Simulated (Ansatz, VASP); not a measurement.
## MgO (Periclase): VASP beside Ansatz

One calculation is typed for both programs; each brings its own data sets and cutoff. How far apart do they land?

Program: Ansatz 0.2.0. Level of theory: plane waves, with VASP 6.6.1 beside it; single point at PBE. Results are calculated unless marked as measured.

The database entry behind the starting cell differs from later determinations by our own check (about 0.1 % long), so it need not match the best structure at ambient conditions.

## (1) The starting structure

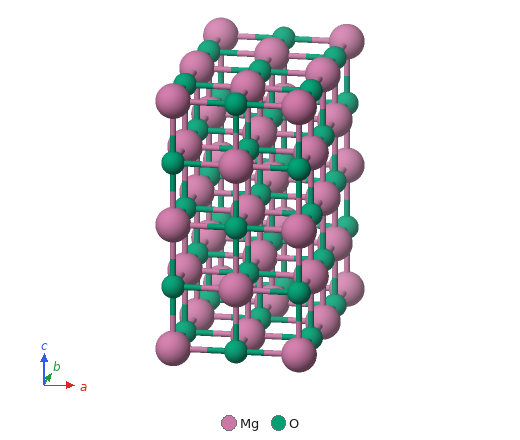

The starting structure, seen slightly off an axis (magnesium pink, oxygen teal). 1×2×2 cells are drawn. This picture shows the conventional cell, with its axes. Some periodic images of atoms are drawn too.

Structure file:

```
Mg O
1.0
     0.00000    2.10850    2.10850
     2.10850    0.00000    2.10850
     2.10850    2.10850    0.00000
Mg O
1 1
Direct
  0.00000 0.00000 0.00000
  0.50000 0.50000 0.50000
```

## (2) VASP: single point, PBE

With cell and atoms fixed, the geometry can't cause a difference; cores, projectors, grids and the points listed under the comparison can.

Lines of VASP's logs that name or quote its potential files are left out, and so is its time.

The input, INCAR:

```
SYSTEM = MgO
PREC = Accurate
ENCUT = 520
EDIFF = 1E-07
NELM = 100
ISMEAR = 0
SIGMA = 0.01
LREAL = .FALSE.
ALGO = Normal
GGA = PE
NBANDS = 10
LORBIT = 11
LWAVE = .FALSE.
LCHARG = .FALSE.
KPAR = 2
```

The input, POSCAR:

```
MgO
1.0
    0.0000000000      2.1085000000      2.1085000000
    2.1085000000      0.0000000000      2.1085000000
    2.1085000000      2.1085000000      0.0000000000
Mg O
1 1
Direct
    0.0000000000      0.0000000000      0.0000000000
    0.5000000000      0.5000000000      0.5000000000
```

The input, KPOINTS:

```
Automatic mesh
0
Gamma
8 8 8
0 0 0
```

Potentials, in the order of the species: Mg and O (PBE family, release 64).

Launch:

```sh
$ mpirun -np 2 vasp_std
```

Numbers of over 12 decimals in the logs are rounded to 6 here.

The log of the run:

```text
[banner, memory and clock lines left out]
running    2 mpi-ranks, on    1 nodes
 distrk:  each k-point on    1 cores,    2 groups
 distr:  one band on    1 cores,    1 groups

 POSCAR found type information on POSCAR MgO
 POSCAR found :  2 types and       2 ions
 LDA part: xc-table for (Slater+PW92), standard interpolation
 POSCAR, INCAR and KPOINTS ok, starting setup
 FFT: planning ... GRIDC
 FFT: planning ... GRID_SOFT
 FFT: planning ... GRID
 WAVECAR not read
 entering main loop
       N       E                     dE             d eps       ncg     rms          rms(c)
DAV:   1     0.120462264606E+02    0.12046E+02   -0.47105E+03   668   0.706E+02
DAV:   2    -0.129402519098E+02   -0.24986E+02   -0.24437E+02   652   0.138E+02
DAV:   3    -0.134657953610E+02   -0.52554E+00   -0.52522E+00   698   0.178E+01
DAV:   4    -0.134668868890E+02   -0.10915E-02   -0.10915E-02   636   0.929E-01
DAV:   5    -0.134668904438E+02   -0.35547E-05   -0.35547E-05   670   0.526E-02    0.722E+00
DAV:   6    -0.119254617094E+02    0.15414E+01   -0.90854E+00   586   0.179E+01    0.224E+00
DAV:   7    -0.119126699585E+02    0.12792E-01   -0.49418E-02   614   0.218E+00    0.133E+00
DAV:   8    -0.119073398221E+02    0.53301E-02   -0.26531E-02   590   0.201E+00    0.207E-01
DAV:   9    -0.119070996832E+02    0.24014E-03   -0.35024E-04   654   0.144E-01    0.124E-01
DAV:  10    -0.119071239394E+02   -0.24256E-04   -0.40247E-04   626   0.163E-01    0.759E-03
DAV:  11    -0.119071254398E+02   -0.15004E-05   -0.16883E-06   628   0.118E-02    0.528E-03
DAV:  12    -0.119071253555E+02    0.84251E-07   -0.65556E-07   646   0.695E-03
   1 F= -.11907125E+02 E0= -.11907125E+02  d E =-.208129E-17
```

Parts of OUTCAR (step 2):

```text
ion  position               nearest neighbor table
   1  0.000  0.000  0.000-   2 2.11   2 2.11   2 2.11   2 2.11   2 2.11   2 2.11
   2  0.500  0.500  0.500-   1 2.11   1 2.11   1 2.11   1 2.11   1 2.11   1 2.11

  LATTYP: Found a face centered cubic cell.
 ALAT       =     4.2170000000

 Subroutine GETGRP returns: Found 48 space group operations
 (whereof 48 operations were pure point group operations)

The static configuration has the point symmetry O_h .

 Found     29 irreducible k-points:

   k-points           NKPTS =     29   k-points in BZ     NKDIM =     29   number of bands    NBANDS=     10

   dimension x,y,z NGX =    24 NGY =   24 NGZ =   24
   dimension x,y,z NGXF=    48 NGYF=   48 NGZF=   48

   ENCUT  =  520.0 eV  38.22 Ry    6.18 a.u.   5.54  5.54  5.54*2*pi/ulx,y,z

   NELECT =       8.0000    total number of electrons

 k-points in reciprocal lattice and weights: Automatic mesh
   0.00000000  0.00000000  0.00000000       0.002
   0.12500000  0.00000000  0.00000000       0.016
   0.25000000  0.00000000  0.00000000       0.016
   0.37500000  0.00000000  0.00000000       0.016
   0.50000000  0.00000000  0.00000000       0.008
   0.12500000  0.12500000  0.00000000       0.012
   0.25000000  0.12500000  0.00000000       0.047
   0.37500000  0.12500000  0.00000000       0.047
   0.50000000  0.12500000  0.00000000       0.047
[...]
-0.37500000  0.50000000  0.12500000       0.023
  -0.25000000  0.50000000  0.25000000       0.012

 average (electrostatic) potential at core
       1 -35.0569       2 -69.5881

 E-fermi :   3.2158

 k-point     1 :       0.0000    0.0000    0.0000
  band No.  band energies     occupation
      1     -14.0848      2.00000
      2       3.1607      2.00000
      3       3.1607      2.00000
      4       3.1607      2.00000
      5       7.8529      0.00000
      6      18.9406      0.00000
      7      18.9406      0.00000
      8      18.9406      0.00000
      9      22.8479      0.00000
    ...

 k-point     2 :       0.1250    0.0000    0.0000
  band No.  band energies     occupation
      1     -13.9225      2.00000
      2       2.2077      2.00000
      3       3.0583      2.00000
      4       3.0583      2.00000
      5       8.7678      0.00000
      6      17.2626      0.00000
      7      19.2973      0.00000
      8      19.2973      0.00000
      9      23.6446      0.00000
    ...

 k-point     3 :       0.2500    0.0000    0.0000
  band No.  band energies     occupation
      1     -13.5010      2.00000
      2       0.5086      2.00000
      3       2.8222      2.00000
      4       2.8222      2.00000
      5      10.2165      0.00000
      6      15.7137      0.00000
      7      19.7844      0.00000
      8      19.7844      0.00000
      9      23.2555      0.00000
    ...

  Total        0.3936316      0.3936316      0.3936316     -0.0000000     -0.0000000     -0.0000000
  in kB       33.6395166     33.6395166     33.6395166     -0.0000000     -0.0000000     -0.0000000
  external PRESSURE =      33.6395166 kB  Pullay stress =       0.0000000 kB

  energy-cutoff  :      520.00
  volume of cell :       18.75
      direct lattice vectors                 reciprocal lattice vectors
     0.000000000  2.108500000  2.108500000    -0.237135404  0.237135404  0.237135404
     2.108500000  0.000000000  2.108500000     0.237135404 -0.237135404  0.237135404
     2.108500000  2.108500000  0.000000000     0.237135404  0.237135404 -0.237135404

 POSITION                                       TOTAL-FORCE (eV/Angst)
 -----------------------------------------------------------------------------------
      0.00000      0.00000      0.00000        -0.000000     -0.000000      0.000000
      2.10850      2.10850      2.10850         0.000000      0.000000     -0.000000
 -----------------------------------------------------------------------------------
    total drift:                               -0.000000     -0.000000      0.000000

  FREE ENERGIE OF THE ION-ELECTRON SYSTEM (eV)
  ---------------------------------------------------
  free  energy   TOTEN  =       -11.9071253555 eV

  energy  without entropy=      -11.9071253555  energy(sigma->0) =      -11.90712536

 total charge
# of ion       s       p       d       tot
------------------------------------------
    1        0.148   0.178   0.079   0.405
    2        1.542   3.559   0.000   5.101
--------------------------------------------------
tot          1.690   3.737   0.079   5.505

[... 3 further parts left out ...]
```

The run ends at a pressure of 3.36 GPa.

## (3) Ansatz: single point, PBE

Ansatz runs on its default PAW (the set named soft_2) files.

The same cell, functional, mesh and smearing now go to Ansatz, which takes its cutoff from its data sets.

The input, input.yaml:

```yaml
crystal:
  lattice:
    - [0.0, 2.1085, 2.1085]
    - [2.1085, 0.0, 2.1085]
    - [2.1085, 2.1085, 0.0]
  atoms:
    - { symbol: Mg, position: [0.0, 0.0, 0.0] }
    - { symbol: O, position: [0.5, 0.5, 0.5] }
hamiltonian:
  xc: pbe
  pseudopotentials: { kind: paw }
kpoints:
  mp_grid: { grid: [8, 8, 8] }
scf:
  occupations: { method: gaussian, width: 0.01 }
  n_extra_bands: 4
output:
  forces: true
  stress: true
  eigenvalues: true
  write_density: true
  write_potential: true
  elf: true
  volumetric_format: npy
```

Launch:

```sh
$ ansatz run input.yaml --threads 2 --pin off --max-ram 4608MiB --backend cpu --events-out ev --progress --plain --runs-dir out
```

The log of the run:

```text
scf.n_extra_bands = 4 over 8 filled bands (N_el = 16.0): the run solves 12 bands
Engine: ansatz 0.2.0, aarch64-unknown-linux-gnu
Pseudopotentials: kind: paw
Pseudopotential: Mg, paw, valence charge 10, recommended cutoff 420 eV (normal), Mg.paw.azcp
Pseudopotential: O, paw, valence charge 6, recommended cutoff 420 eV (normal), O.paw.azcp
Functional definition: PBE
  parameter kappa = 0.804
  parameter beta = 0.066725
  exchange = pbe_x(kappa = kappa, mu = beta*pi^2/3)
  correlation = pbe_c(beta = beta)
Crystal: 2 atoms, lattice volume = 18.748 Å³
Basis set: ecut = 420 eV, 339 PW (Γ), exchange–correlation on 40×40×40 points (8 copies of the dense FFT grid, shifted against one another)
Bands: 12, of which v1, the nominal top of the filled ones, is band 8 counted from 1 (7 counted from 0)
Symmetry: 48 space group operations
Space group: Fm-3m (ITA 225), of the structure as read, at distance tolerance 2.7e-5 Å
k-points: 29 of 512
Non-local potential: Mg, projectors of the file, l = 0: 3, l = 1: 2, l = 2: 1
Non-local potential: O, projectors of the file, l = 0: 2, l = 1: 2, l = 2: 1
PAW form: soft (Blöchl's): semilocal exchange-correlation on the pseudo side does not see the compensation charge
PAW one-centre angular grid: Mg, 110 points (default); XC on 64 Gauss nodes
PAW one-centre angular grid: O, 110 points (default); XC on 64 Gauss nodes
Initial density: superposition of atomic densities (neutral atoms: chi_scale 0, normalization atom), corrected by the library's trained network
Initial wavefunctions: pseudopotential atomic-orbital guess
Functional: x = pbe(κ = 0.804, μ = 0.219515), c = pbe(β = 0.066725)
SCF iter   1: F=—  HF=-2494.131924 eV  |F-HF|=—  |Δ(HF+E_count)|=         —  Δρ=6.01e-4  dr2=1.27e-5  ethr=1.77e-3  ⟨swp⟩=6.0  Hψ=2066  notcnv=0
preconditioner: auto → none  [insulator: Δε(μ)=4.708 eV  Ē_g=18.502 eV  σ=0.010 eV  W_gap=1.00  n_scr=8 (ndim 8)  ℏωp=24.3 eV  f_vac=0.000  D(μ)=0.00/eV (n_scr^D=0)  ε∞_Penn≈2.7]
SCF iter   2: F=—  HF=-2494.132646 eV  |F-HF|=—  |Δ(HF+E_count)|=   7.22e-4  Δρ=4.21e-4  dr2=1.50e-5  ethr=7.91e-8  ⟨swp⟩=3.4  Hψ=1032  notcnv=0
SCF iter   3: F=—  HF=-2494.132662 eV  |F-HF|=—  |Δ(HF+E_count)|=   1.56e-5  Δρ=2.54e-4  dr2=4.65e-6  ethr=7.91e-8  ⟨swp⟩=2.0  Hψ=537  notcnv=0
SCF iter   4: F=—  HF=-2494.132682 eV  |F-HF|=—  |Δ(HF+E_count)|=   2.01e-5  Δρ=4.91e-5  dr2=2.25e-7  ethr=2.91e-8  ⟨swp⟩=2.0  Hψ=543  notcnv=0
iter 5 did not close the SCF: its close was put off for the readings that it lacked (scf_convergence_deferred on its scf_iter line)
SCF iter   5: F=-2494.132682 eV  HF=-2494.132682 eV  |F-HF|=2.64e-8  |Δ(HF+E_count)|=   3.63e-8  Δρ=1.49e-5  dr2=2.26e-8  ethr=1.40e-9  ⟨swp⟩=2.5  Hψ=567  notcnv=0
SCF iter   6: F=-2494.132682 eV  HF=-2494.132682 eV  |F-HF|=5.35e-9  |Δ(HF+E_count)|=   9.90e-9  Δρ=6.52e-6  dr2=4.81e-9  ethr=1.41e-10  ⟨swp⟩=4.8  Hψ=1768  notcnv=0
SCF 1 converged in 6 iterations: F = -2494.132682 eV  dr2 = 4.81e-9
  greatest PAW one-centre occupation: 1.000 electrons in one spin orbital (limit 2), on the Mg atom at site 0 (counted from 0), in its partial waves of l = 0
SCF converged after 6 iterations
Free energy (F): -2494.132682 eV
Harris-Foulkes:  -2494.132682 eV  (|F-HF|=5.35e-9)
Internal energy: -2494.132682 eV  (E = F + TS)
E sigma→0 (E₀):  -2494.132682 eV
Fermi energy:    10.445919 eV
--- Per-component energies (eV) ---
  E_band       = -293.272287
  E_kinetic    = 255.750350
  E_local      = -1604.634898  (includes V_loc(G=0)·N_el)
  E_nonlocal   = 142.806611
  E_hartree    = 555.153958
  E_xc         = -105.260236
  E_vxc        = -134.890696  (∫ρ·V_xc dr)
  E_paw        = -450.094111  (= ΣΔE_a)
  E_vpaw       = -62.612218  (= ΣTr[D̂ρ^β])
  E_aug_tail   = 0.002520  (compensation charges beyond the density's cutoff)
  E_ewald      = -1287.856876
  E_smearing   = -0.000000  (= −TS)
  E_closure    = -0.000000  (closes the sum)
  Σ components = -2494.132682   (vs F -2494.132682, Δ=0.00e0)
--- Forces (eV/Å), atoms counted from 1 ---
  atom   1  Mg    -0.00000000     0.00000000     0.00000000
  atom   2  O      0.00000000    -0.00000000     0.00000000
  max |Σ_I F_I| component: 1.86e-29 eV/Å
--- Stress (GPa, compression-positive) ---
        4.090906      -0.000000       0.000000
        0.000000       4.090906      -0.000000
       -0.000000       0.000000       4.090906
  P = ⅓ Tr σ = 4.0909 GPa (40.909 kbar)
--- Band table (eV; the first three rows and the last of 29) ---
  k-point 0: bands = [... 4 lower, -9.1430, 8.0914, 8.0914, 8.0914, 12.8004, 23.8927, 23.8927, 23.8927]
  k-point 1: bands = [... 4 lower, -8.9756, 7.1410, 7.9891, 7.9891, 13.7133, 22.2083, 24.2477, 24.2477]
  k-point 2: bands = [... 4 lower, -8.5420, 5.4464, 7.7544, 7.7544, 15.1632, 20.6567, 24.7386, 24.7386]
  k-point 28: bands = [... 4 lower, -7.5522, 5.1702, 5.1702, 6.3330, 19.7290, 19.7290, 20.2311, 23.5853]
```

It took 0.97 s on 2 threads of Arm Neoverse N1, shared host; peak memory 0.25 GiB; 1.4 s of CPU time.

In the SCF lines HF is the Harris–Foulkes energy and dr2 the Hartree energy of the density residual, in eV; the loop may stop once dr2 is under the threshold and the program's other checks hold. Hψ counts applications of the Hamiltonian.

The run ends at a pressure of 4.09 GPa.

## (4) Comparison

Known differences besides the PAW data sets themselves: the data sets hold 16 valence electrons in Ansatz (default PAW (the set named soft_2) files) and 8 in VASP; the cutoff is 420 eV in Ansatz and 520 eV in VASP; VASP leaves aspherical gradient terms in its spheres out (LASPH is not set), Ansatz keeps them. Total energies have different zeros and are not compared.

Both answers:

```csv
quantity,Ansatz,VASP,difference
pressure (GPa),4.09,3.36,+0.73
gap on the k mesh (eV),4.709,4.692,+0.017
```

Ansatz's pressure holds a Pulay correction of 0.61 GPa; VASP's holds none.

## (5) What came out

```json
{
 "difference in gap on the k mesh (single point, PBE)": "0.017 eV",
 "difference in pressure (single point, PBE)": "0.73 GPa"
}
```

In words: The difference in pressure is 0.73 GPa (single point, PBE), within the 1 GPa picked in this series as the mark of a large difference. How closely two codes agree says nothing of how well the functional describes the real material.

[Lines on the potential files, build, host, timing and source positions are cut from VASP's logs without a mark.]

[Logs are printed without paths, hosts, clocks, repeated set-up lines and the standing remarks that a program may print on its own settings, such as how far it seeks lower states.]

[Hosts, paths, dates, database ids (printed as entryN), source tags and the programs' standing remarks are cut or masked in the printed files.]
